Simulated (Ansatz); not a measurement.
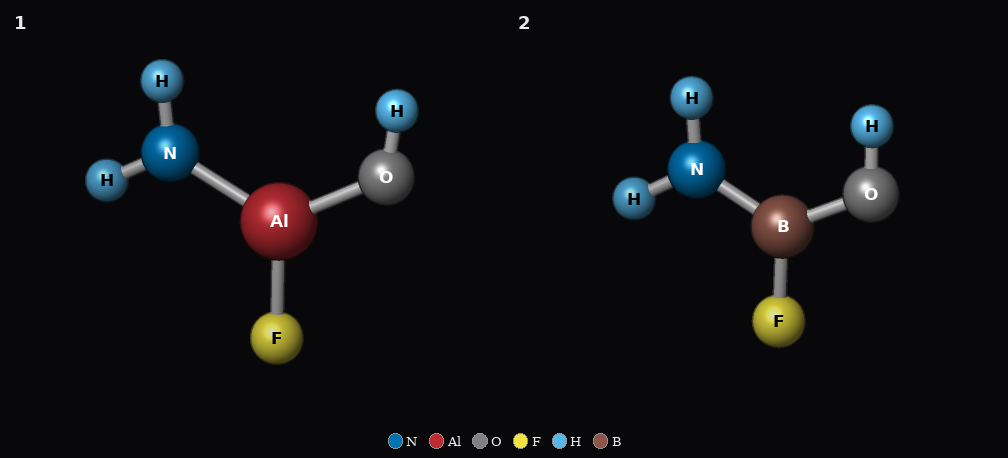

2 molecules with one skeleton, seen from the same side and at one scale. Each species is neutral and a spin singlet. Computed geometries: PBE0-D4/def2-TZVP optimisations, one conformation each. Properties computed with Ansatz 0.2.0.

One atom differs, called X below: Al in panel 1, B in panel 2. Their formulas are AlFH3NO (`[NH2][Al]([OH])[F]`), BFH3NO (`NB(O)F`).

In which is the length of X–O larger (PBE0-D4/def2-TZVP)?

Answer. In panel 1 (X = Al).

In which is the length of X–F larger (PBE0-D4/def2-TZVP)?

Answer. In panel 1 (X = Al).

Give the values. With PBE0-D4/def2-TZVP: length of X–F (Å), length of X–N (Å), length of X–O (Å), angle O–X–F (°), harmonic zero-point energy (kJ/mol). With ωB97M-V/def2-SVP: HOMO energy (Kohn–Sham orbital) (eV), HOMO–LUMO gap (eV). With PBE0-D4/def2-TZVPP: vertical ionisation energy (eV). With B3LYP-D4/def2-TZVPP: dipole moment (D).

```
                            quantity  1 (Al)   2 (B)   2 − 1
                   length of X–F (Å)   1.644   1.337  −0.307
                   length of X–N (Å)   1.755   1.406  −0.349
                   length of X–O (Å)   1.685   1.363  −0.322
                     angle O–X–F (°)   117.0   116.0    −1.0
HOMO energy (Kohn–Sham orbital) (eV)   −9.82  −10.26   −0.44
                  HOMO–LUMO gap (eV)   11.30   13.14   +1.84
     vertical ionisation energy (eV)   10.25   10.72   +0.47
                   dipole moment (D)    3.34    3.60   +0.26
 harmonic zero-point energy (kJ/mol)   110.1   128.2   +18.1
```
